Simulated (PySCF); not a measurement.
C₃H₃NS, SMILES `c1cscn1`.

PySCF calculation, PBE0/def2-SVPD, gas phase; geometry: GFN2-xTB. No frequency check shows the geometry to be a minimum. GFN2-xTB bond lengths at metals and heavier atoms can be off by up to 0.1 Å and shapes distorted, which carries into these values.

The calculation's input:

```python
import numpy as np
from pyscf import gto, scf, dft
from pyscf.scf import atom_ks, atom_hf
from scipy.linalg import block_diag

def solve(mol, dm0=None, hcore=None):
    mf = (dft.UKS if mol.spin else dft.RKS)(mol, xc='pbe0')
    mf.grids.level = 3
    mf = mf.density_fit(auxbasis='def2-universal-jkfit')
    mf.conv_tol, mf.max_cycle = 1e-8, 80
    if hcore is not None:
        mf.get_hcore = lambda *args: hcore
    mf.kernel(dm0)
    if not mf.converged:
        mf = mf.newton().run(mf.mo_coeff, mf.mo_occ, max_cycle=30)
    assert mf.converged, 'SCF not converged'
    return mf

mol = gto.M(atom='''
C      1.28997    -0.58378     0.00000
C      0.08185    -1.20557     0.00000
S     -1.18573    -0.04469     0.00000
C      0.03252     1.19448     0.00000
N      1.23931     0.76835     0.00000
H      2.24771    -1.07109     0.00000
H     -0.13666    -2.25366     0.00000
H     -0.24055     2.23053     0.00000
''', basis='def2-svpd', charge=0, spin=0, verbose=4)
mf = solve(mol)
mf.analyze()
# spherically averaged free atoms, for the promolecule
atm = atom_ks.get_atm_nrks(mol, xc='pbe0')
pro = block_diag(*[(atm[a[0]][2] * atm[a[0]][3]) @ atm[a[0]][2].T for a in mol._atom])
np.savez('result.npz', e=mf.e_tot, c=mf.mo_coeff, occ=mf.mo_occ, eps=mf.mo_energy, pro=pro, dip=mf.dip_moment(verbose=0), s2=mf.spin_square()[0])
```

Command:

```sh
OMP_NUM_THREADS=1 python input.py
```

The run took 8.4 s on 1 thread of Intel(R) Xeon(R) 6975P-C (Granite Rapids) (shared host), peak memory 0.51 GiB.

Partitions, critical points and surface values were worked out afterwards from this run's density.

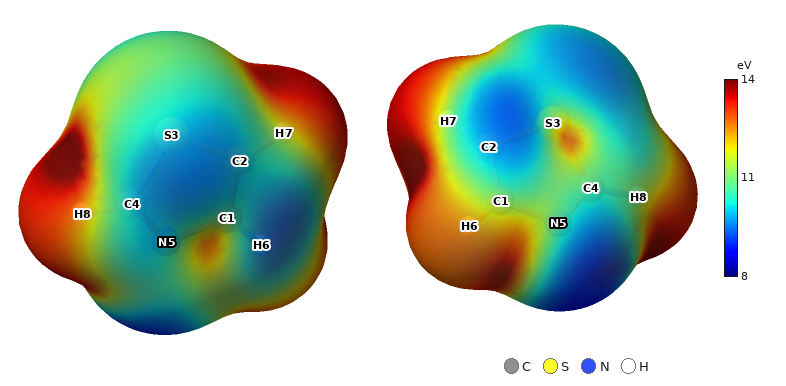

Average local ionisation energy on the surface of electron density 0.001 a.u. (back view left, front view right).

Q: Locate the minima of the map.

A: The lowest value is 8.7 eV, 1.9 Å from N5. Further minima include 9.3 eV, off the molecular plane, over C2 (2.1 Å), and at like points elsewhere; 9.5 eV, off the molecular plane, over S3 (2.2 Å), and at like points elsewhere. For comparison, the highest occupied orbital lies at −7.4 eV.
